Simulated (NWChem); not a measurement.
**doublet RbI+: levels of theory compared**

Aim: a comparison of 6 runs (U-r2SCAN/def2-TZVPP, U-revPBE/def2-TZVPP, UB3LYP/def2-TZVPP, UBHLYP/def2-TZVPP, UM06-L/def2-TZVPP, UTPSS/def2-TZVPP) of doublet RbI+. 

Program for the calculation: NWChem 7.3.0.

### 1 The structure to begin with

RbI+ has 2 atoms, charge +1, and is taken as a doublet. As SMILES of the parent species, `[Rb][I]`. The bond length is the one measured for the parent species. That shape belongs to the parent species and isn't relaxed for this state.

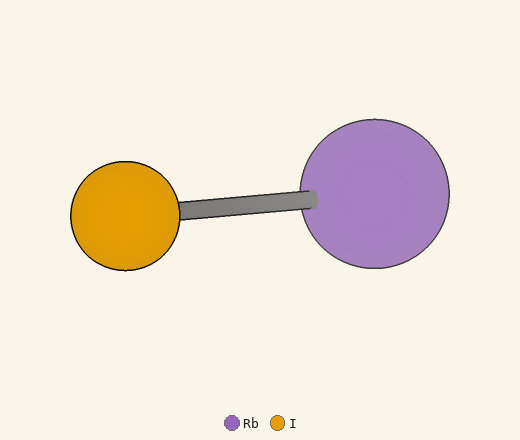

The structure, seen from a chosen angle (rubidium purple, iodine amber).

### 2 A single-point energy at U-r2SCAN/def2-TZVPP (core potential) (run 1)

Input file job.nw:

```
start job
memory stack 880 mb heap 220 mb global 1100 mb
charge 1

geometry units angstroms noautosym nocenter noautoz
  Rb       0.000000       0.000000       0.000000
  I        0.000000       0.000000       3.176879
end

basis spherical bse
  Rb library def2-TZVPP
  I library def2-TZVPP
end

ecp bse
  Rb library def2-TZVPP
  I library def2-TZVPP
end

dft
  xc r2scan
  mult 2
  grid fine
  convergence energy 1e-08
  iterations 100
  mulliken
  noprint "final vectors analysis"
end

task dft energy
```

On the command line:

```sh
nwchem job.nw > job.out
```

Standard output:

```text
[...]
          Wavefunction type:  spin polarized.
          No. of atoms     :     2
          No. of electrons :    33
[...]
          Charge           :     1
          Spin multiplicity:     2
[...]
          AO basis - number of functions:    90
[...]
              XC Information
              --------------
                      r^2SCAN Method XC Functional
               r^2SCAN metaGGA Exchange Functional  1.000
                     r^2SCAN Correlation Potential  1.000
[...]
 d= 0,ls=0.0,diis     1   -321.6461885606 -3.59D+02  9.48D-03  3.91D-01     2.9
[...]
 d= 0,ls=0.0,diis     8   -321.7389517369 -1.91D-09  7.15D-07  1.14D-08    19.0
[...]
         Total DFT energy =     -321.738951736887
      One electron energy =     -626.474142335358
           Coulomb energy =      293.210477404532
    Exchange-Corr. energy =      -25.953856504476
 Nuclear repulsion energy =       37.478569698415
[...]
      Total Density - Mulliken Population Analysis
     ---------------------------------------------
    Atom       Charge   Shell Charges
 -----------   ------   -------------------------------------------------------
    1 Rb   9     8.05   0.03 -0.30  1.48  0.79  0.02 -0.00  4.87  1.11  0.01 -0.00  0.02  0.01 -0.00  0.00
    2 I   25    24.95   0.19 -0.79  1.64  0.98  1.19  0.80 -0.49  6.44  1.35  2.79  0.84  9.18  0.80  0.03  0.00  0.00
[...]
      <S2> =      0.7545 (Exact =     0.7500)
[...]
```

Wall time 20 s (1 thread of Intel Xeon Platinum 8375C at 2.90GHz (Ice Lake), shared host); peak memory 0.12 GiB.

### 3 The energy at U-revPBE/def2-TZVPP (core potential) (run 2)

Input file run.py:

```python
from ase import Atoms
from ase.calculators.nwchem import NWChem

molecule = Atoms(['Rb', 'I'], positions=[
    [0.000000, 0.000000, 0.000000],
    [0.000000, 0.000000, 3.176879],
])

calc = NWChem(
    label='irb',
    theory='dft',
    memory='2200 mb',
    basis='def2-TZVPP',
    basispar='spherical bse',
    charge=1,
    dft={'xc': 'revpbe cpbe96', 'mult': '2', 'grid': 'fine', 'convergence': 'energy 1e-08', 'iterations': '100', 'mulliken': None},
    task='energy',
    **{'ecp bse': {'Rb library': 'def2-TZVPP', 'I library': 'def2-TZVPP'}},
)
molecule.calc = calc

print(f"energy = {molecule.get_potential_energy():.6f} eV")
```

On the command line:

```sh
export ASE_NWCHEM_COMMAND="nwchem PREFIX.nwi > PREFIX.nwo"
python run.py
```

Standard output:

```text
energy = -8753.186397 eV
```

The calculator wrote irb.nwi:

```
title "irb"

permanent_dir irb

scratch_dir irb

start irb

geometry units angstrom nocenter noautosym noautoz
  Rb 0.0000000000000000e+00 0.0000000000000000e+00 0.0000000000000000e+00
  I  0.0000000000000000e+00 0.0000000000000000e+00 3.1768790000000000e+00
end

charge 1

memory 2200 mb

basis spherical bse noprint
   * library def2-TZVPP
end

dft
  xc revpbe cpbe96
  mult 2
  grid fine
  convergence energy 1e-08
  iterations 100
  mulliken
end
ecp bse
  Rb library def2-TZVPP
  I library def2-TZVPP
end

task dft energy
```

irb.nwo:

```text
Northwest Computational Chemistry Package (NWChem) 7.3.0
             --------------------------------------------------------

           Job information
           ---------------

    nwchem branch   = 7.3.0
    use scalapack   = T
    input           = irb.nwi
    prefix          = irb.
    data base       = irb/irb.db
    status          = startup
    nproc           =        1

           Memory information
           ------------------

    heap     =     72089598 doubles =      550.0 Mbytes
    stack    =     72089595 doubles =      550.0 Mbytes
    global   =    144179200 doubles =     1100.0 Mbytes (distinct from heap & stack)
    total    =    288358393 doubles =     2200.0 Mbytes
    verify   = yes
    hardfail = no

           Directory information
           ---------------------

  0 permanent = irb
  0 scratch   = irb

                                NWChem Input Module
                                -------------------

                                        irb
                                        ---

[... 21 lines left out ...]
            Nuclear Dipole moment (a.u.)
[... 44 lines left out ...]
  convergence criterion.
[... 16 lines left out ...]
          Convergence on density requested:  1.00D-05
[... 19 lines left out ...]
          Spatial weights used:  Erf1
[... 3 lines left out ...]
          Convergence aids based upon iterative change in
[... 78 lines left out ...]
         Total DFT energy =     -321.673669582915
[... 1 line left out ...]
           Coulomb energy =      293.097481696402
[... 1 line left out ...]
 Nuclear repulsion energy =       37.478569698415
[... 671 lines left out ...]
                     DFT Final Beta Molecular Orbital Analysis
[... 736 lines left out ...]
   alpha     81     82     83     84     85     86     87     88     89     90
    beta     81     82     83     84     85     86     87     88     89     90
 overlap   1.000  0.994  1.000  1.000  1.000  1.000  1.000  1.000  1.000  1.000

     --------------------------
     Expectation value of S2:
     --------------------------
      <S2> =      0.7527 (Exact =     0.7500)

 center of mass
 --------------
 x =   0.00000000 y =   0.00000000 z =   3.59676228

 moments of inertia (a.u.)
 ------------------
        1833.490990168272           0.000000000000           0.000000000000
           0.000000000000        1833.490990168272           0.000000000000
           0.000000000000           0.000000000000           0.000000000000

     Multipole analysis of the density
     ---------------------------------

     L   x y z        total         alpha         beta         nuclear
     -   - - -        -----         -----         ----         -------
     0   0 0 0      1.000000    -17.000000    -16.000000     34.000000

     1   1 0 0      0.000001      0.000000      0.000000      0.000000
[... 8 lines of this table left out ...]
     2   0 0 2    -21.155736   -479.203234   -442.982039    901.029537

 Task  times  cpu:       39.4s     wall:       39.4s
 Total times  cpu:       39.4s     wall:       39.4s
```

It took 41 s on 1 thread of Intel Xeon Platinum 8375C at 2.90GHz (Ice Lake), shared host; peak memory 0.12 GiB.

Runs 3 to 5 aren't shown in full; the table further down has their settings and results.

### 4 The energy at UTPSS/def2-TZVPP (core potential) (run 6)

Input file irb.nw:

```
start irb
memory total 2200 mb
charge 1

geometry units angstroms noautosym nocenter noautoz
 Rb     0.000000     0.000000     0.000000
 I      0.000000     0.000000     3.176879
end

basis spherical bse
 * library def2-TZVPP
end

ecp bse
 Rb library def2-TZVPP
 I library def2-TZVPP
end

dft
 xc xtpss03 ctpss03
 mult 2
 grid fine
 convergence energy 1e-08
 iterations 100
 mulliken
end

task dft energy
```

On the command line:

```sh
nwchem irb.nw > irb.out
```

Standard output:

```text
[...]
          Wavefunction type:  spin polarized.
          No. of atoms     :     2
          No. of electrons :    33
[...]
          Charge           :     1
          Spin multiplicity:     2
[...]
          AO basis - number of functions:    90
[...]
              XC Information
              --------------
                  TPSS metaGGA Exchange Functional  1.000
             TPSS03 metaGGA Correlation Functional  1.000
[...]
 d= 0,ls=0.0,diis     1   -321.3983252375 -3.59D+02  1.01D-02  4.29D-01     3.0
[...]
 d= 0,ls=0.5,diis    18   -321.4973883398 -6.14D-09  5.08D-07  1.09D-09    43.7
[...]
         Total DFT energy =     -321.497388342629
      One electron energy =     -626.273122055125
           Coulomb energy =      292.987691419860
    Exchange-Corr. energy =      -25.690527405779
 Nuclear repulsion energy =       37.478569698415
[...]
      Total Density - Mulliken Population Analysis
     ---------------------------------------------
    Atom       Charge   Shell Charges
 -----------   ------   -------------------------------------------------------
    1 Rb   9     8.06   0.03 -0.30  1.49  0.78  0.03 -0.00  4.86  1.12  0.02  0.00  0.03  0.01 -0.00  0.00
    2 I   25    24.94   0.19 -0.79  1.63  0.98  1.20  0.80 -0.49  6.43  1.34  2.79  0.84  9.17  0.81  0.03  0.00  0.00
[...]
      <S2> =      0.7527 (Exact =     0.7500)
[...]
```

It took 47 s on 1 thread of Intel Xeon Platinum 8375C at 2.90GHz (Ice Lake), shared host; peak memory 0.12 GiB.

### 5 The series

```
run                                 level  energy (Eh)   ⟨S²⟩  wall time
  1  U-r2SCAN/def2-TZVPP (core potential)  -321.738952  0.754       20 s
  2  U-revPBE/def2-TZVPP (core potential)  -321.673670  0.753       41 s
  3    UB3LYP/def2-TZVPP (core potential)  -321.715177  0.752       17 s
  4    UBHLYP/def2-TZVPP (core potential)  -321.523142  0.754       17 s
  5    UM06-L/def2-TZVPP (core potential)  -321.784811  0.754       50 s
  6     UTPSS/def2-TZVPP (core potential)  -321.497388  0.753       47 s
```

### 6 What came out

| quantity | value |
| --- | --- |
| run 6: total energy | -321.49739 Eh |
| run 6: HOMO energy (highest over α and β) | -11.17 eV |
| run 6: LUMO energy (lowest over α and β) | -10.86 eV |
| run 6: ⟨S²⟩ | 0.753 |

What this shows: Totals of different functionals can't be ranked against each other. All runs together took 3.2 min, the longest 50 s.
